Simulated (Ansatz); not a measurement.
# SiH (SMILES [SiH]) at UBCCD(T)/def2-TZVPPD

What is the vertical doublet–quartet gap of SiH at UBCCD(T)/def2-TZVPPD? 

Program for the calculation: Ansatz 0.2.0.

29 further runs of the same task are left out: 1 that didn't finish, 28 set aside as unsound or not needed.

**1. The structure to begin with**

The species is SiH (2 atoms), meant as a doublet with charge 0. As SMILES, `[SiH]`. The coordinates come from a PBE0-D4/def2-TZVP relaxation.

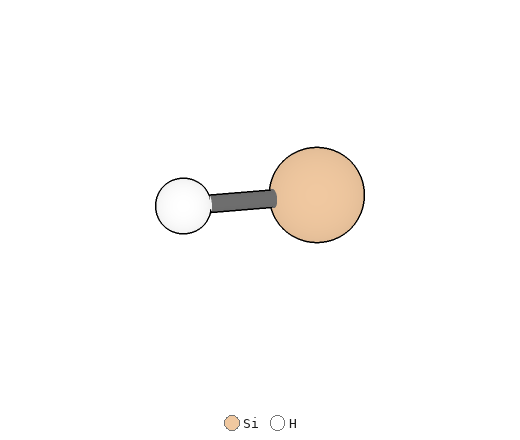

The structure, seen from a chosen angle (silicon light orange, hydrogen white).

**2. A single-point energy at UBCCD(T)/def2-TZVPPD**

Input file in.yaml:

```yaml
crystal:
  periodic: [false, false, false]
  atoms:
    - symbol: Si
      position_ang: [0.000000, 0.000000, -0.007580]
    - symbol: H
      position_ang: [-0.000000, -0.000000, 1.524140]
basis:
  gaussian:
    orbitals: def2-TZVPPD.json
magnetization:
  spin_polarized: true
  initial_magnetization: 1
correlation:
  method: bccd_t
  frozen_orbitals: {H: 0, Si: 5}
accuracy: high
scf:
  omitted_lower_state_checks: [cluster_reference, increment]
```

The basis set def2-TZVPPD is read from a file made from the Basis Set Exchange's data (not shown).

On the command line:

```console
$ ansatz run in.yaml --threads 1 --pin off --max-ram 3480MiB --events-out events.jsonl --progress --plain --runs-dir runs
```

Output (excerpt; [...] marks lines left out):

```text
Warning: RAYON_NUM_THREADS=1 ignored (pool sized by the plan → 1); use --threads N
Functional definition: HF
  name "HF"
[...]
821 factors; integrals over basis functions are off by at most 3.9e-9 eV
[...]
mean field -7875.90936134 eV, -289.4343305462 hartree, gradient 2.6e-8 eV, S^2 0.795758; 6 other end points of the search recorded, 0 dependent functions left out
5 core orbitals not correlated: weight in the atoms' cores, before any rotation towards them, 1.000 or more for the frozen orbitals, at most 0.000 for the correlated occupied ones
reference -7875.90936134 eV, -289.4343305462 hartree; 3, 2 occupied and 57, 58 virtual orbitals, 821 factors
second order -2.18788381 eV of doubles, -0.00000000 eV of singles
cycle   1  -2.62501548 eV  change   -4.4e-1 eV  update   6.4e-2
[...]
cycle  30  -2.85725630 eV  change  -1.7e-10 eV  update  3.2e-10
perturbative correction -0.08919555 eV, -0.0032778758 hartree
Total energy: -7878.85581318 eV, -289.5426106542 hartree
Checks for a lower state left out: cluster_reference, increment
```

Wall time 3.9 s (1 thread of Arm Neoverse V2, shared host); peak memory 0.35 GiB.

**3. The quartet**

Input file job.yaml:

```yaml
crystal:
  periodic: [false, false, false]
  atoms:
    - symbol: Si
      position_ang: [0.000000, 0.000000, -0.007580]
    - symbol: H
      position_ang: [-0.000000, -0.000000, 1.524140]
basis:
  gaussian:
    orbitals: def2-TZVPPD.json
total_charge: 0
magnetization:
  spin_polarized: true
  initial_magnetization: 3
correlation:
  method: bccd_t
  frozen_orbitals: {H: 0, Si: 5}
accuracy: high
scf:
  omitted_lower_state_checks: [cluster_reference, increment]
```

The basis set def2-TZVPPD is read from a file made from the Basis Set Exchange's data (not shown).

On the command line:

```console
$ ansatz run job.yaml --threads 1 --pin off --max-ram 3480MiB --events-out events.jsonl --progress --plain --runs-dir runs
```

Output (excerpt; [...] marks lines left out):

```text
Warning: RAYON_NUM_THREADS=1 ignored (pool sized by the plan → 1); use --threads N
[... 2 set-up lines as earlier in the session ...]
[...]
821 factors; integrals over basis functions are off by at most 3.9e-9 eV
[...]
mean field -7874.91422376 eV, -289.3977599144 hartree, gradient 2.8e-8 eV, S^2 3.753281; 0 other end points of the search recorded, 0 dependent functions left out
5 core orbitals not correlated: weight in the atoms' cores, before any rotation towards them, 1.000 or more for the frozen orbitals, at most 0.000 for the correlated occupied ones
reference -7874.91422376 eV, -289.3977599144 hartree; 4, 1 occupied and 56, 59 virtual orbitals, 821 factors
second order -1.69247064 eV of doubles, -0.00000000 eV of singles
cycle   1  -2.02399012 eV  change   -3.3e-1 eV  update   5.6e-2
[...]
cycle  22  -2.19255087 eV  change   2.0e-10 eV  update  2.9e-10
perturbative correction -0.08710889 eV, -0.0032011927 hartree
Total energy: -7877.19388351 eV, -289.4815358654 hartree
Checks for a lower state left out: cluster_reference, increment
```

Wall time 2.5 s (1 thread of Arm Neoverse V2, shared host); peak memory 0.34 GiB.

**4. Results**

At UBCCD(T)/def2-TZVPPD, 5 core orbitals frozen:

| quantity | value |
| --- | --- |
| doublet: total energy | -289.54261 Eh |
| doublet: correlation energy (5 core orbitals frozen) | -108.3 mEh |
| doublet: (T) correction | -3.28 mEh |
| doublet: ⟨S²⟩ of the reference determinant | 0.796 |
| quartet: total energy | -289.48154 Eh |
| quartet: correlation energy (5 core orbitals frozen) | -83.8 mEh |
| quartet: (T) correction | -3.20 mEh |
| quartet: ⟨S²⟩ of the reference determinant | 3.753 |
| vertical energy of the quartet above the doublet | 1.662 eV |

**Reading.** At this shape the quartet lies 1.66 eV (38 kcal/mol) above the doublet. The triples (doublet) make up 3.0 % of the correlation energy. The triples (quartet) make up 3.8 % of the correlation energy.
